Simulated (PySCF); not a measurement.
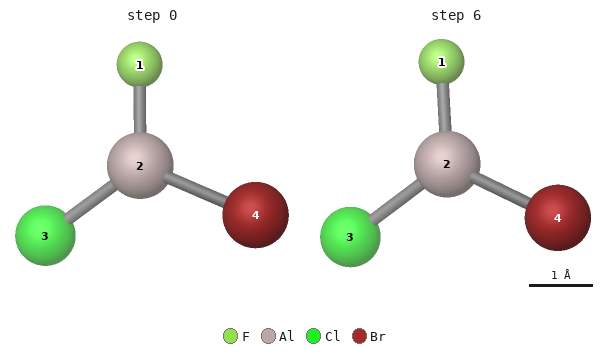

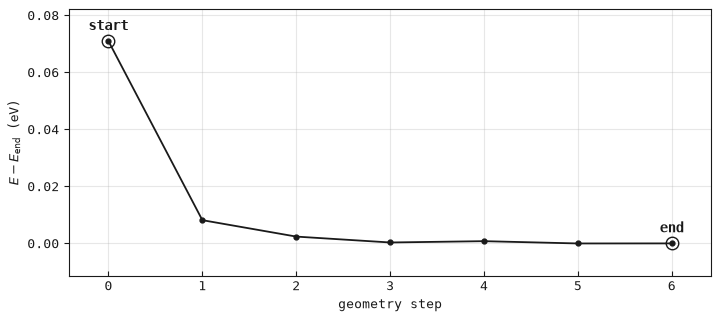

First and last geometry of a relaxation of AlBrClF, with the history of the run. A ball-and-stick model, seen at a tilt.

The start comes from GFN2-xTB. Its atoms were then displaced at random by about 0.01 Å.

These are results of PySCF 2.14.0, density-fitted response routines, PBE0-D3(BJ)/def2-SVP geometry optimisation, gas phase, not measurements. 

Q: Read the history and describe the run.

A: It converged. The largest move after the best rigid fit is that of F1, 0.058 Å. Largest moves by element: F 0.058 Å, Al 0.056 Å, Br 0.054 Å, Cl 0.029 Å. Among the contacts that change: Al2–Cl3 2.024 → 2.076 Å, Al2–Br4 2.271 → 2.221 Å, F1–Al2 1.625 → 1.652 Å. Bond angles that change, for instance: F1–Al2–Br4 113.1° → 118.6°, Cl3–Al2–Br4 125.7° → 122.8°, F1–Al2–Cl3 121.2° → 118.7°. Over 6 geometry steps the energy falls by 0.071 eV.
